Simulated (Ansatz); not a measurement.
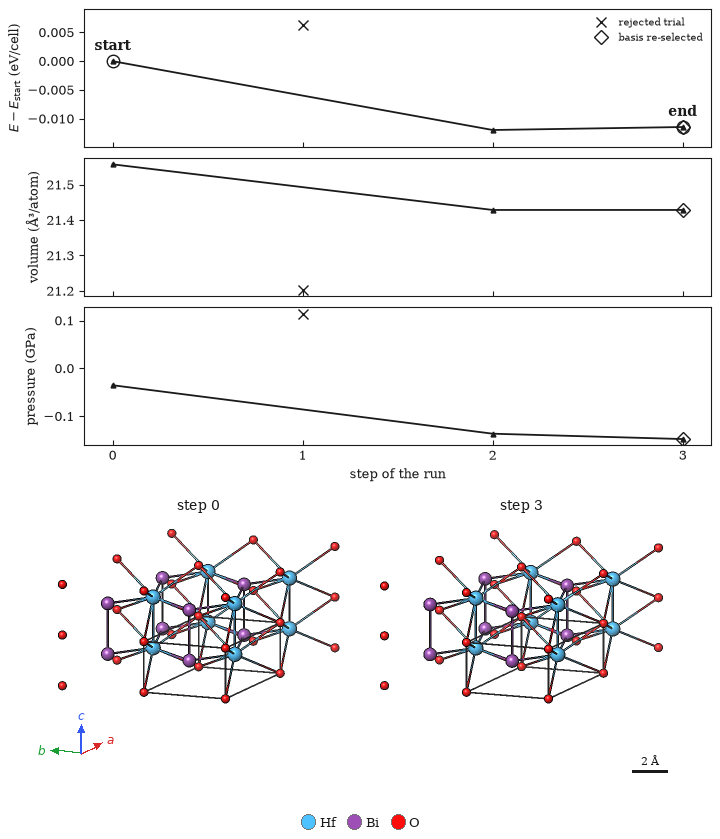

First and last geometry of a relaxation of solid HfBiO (a generated structure, set up in P-6m2) (coarse preliminary run), with the history of the run. The picture is a ball-and-stick view of the cell of the calculation, repeated 2 × 2 × 2 with one cell outlined, seen from a free direction.

Theory: DFT PBE, scalar-relativistic, plane waves, PAW in Ansatz 0.2.0.

The input:
```yaml
crystal:
  lattice:
    - [4.8182089769, 0.0, 0.0]
    - [-2.4091044885, 4.1726913748, 0.0]
    - [0.0, 0.0, 3.2167528865]
  atoms:
    - { symbol: Hf, position: [0.6666666667, 0.3333333333, 0.5] }
    - { symbol: Bi, position: [0.3333333333, 0.6666666667, 0.5] }
    - { symbol: O, position: [0.0, 0.0, 0.0] }
basis:
  ecutwfc: 420
kpoints:
  mp_grid: { grid: [6, 6, 6] }
hamiltonian:
  xc: pbe
scf:
  occupations: { method: gaussian, width: 0.1 }
  lower_state_search: "off"
output:
  forces: true
  stress: true
  eigenvalues: true
relax:
  adjacent_minimum: "off"
  f_tol: 0.04
  max_steps: 70
  cell: { stress_tol: 0.4 }
```

Launched with:
```bash
ansatz run input.yaml --threads 1 --pin off --max-ram 2560MiB --backend cpu --events-out ev --progress --plain --runs-dir out
```

### What do the curves and the structures tell?

It converged. After 1 accepted move (3 points after the start) the energy has fallen by 11.4 meV per cell of the calculation. All forces vanish by symmetry, so only the cell relaxes. The pressure goes from −0.04 to −0.15 GPa. The line search rejected the trial step at point 1 of the run. The SCF was repeated once at an unchanged geometry on a basis and grid sized afresh for the cell, which shifted the energy by 0.5 meV per cell of the calculation at most. No atom moves by more than 0.005 Å relative to the cell. Cell: a = b 4.818 → 4.844 Å (+0.5 %), c 3.217 → 3.164 Å (−1.7 %). Volume −0.6 %. Near-neighbour distances that change, for instance: Hf1–Hf1 3.217 → 3.164 Å, Bi2–Bi2 3.217 → 3.164 Å, Hf1–Bi2 2.782 → 2.797 Å. The space group stays P-6m2 (No. 187). The run took 53 s on 1 thread of Intel(R) Xeon(R) Processor @ 2.50GHz (Skylake/Cascade Lake), with other jobs on the host, peak memory 0.43 GiB.
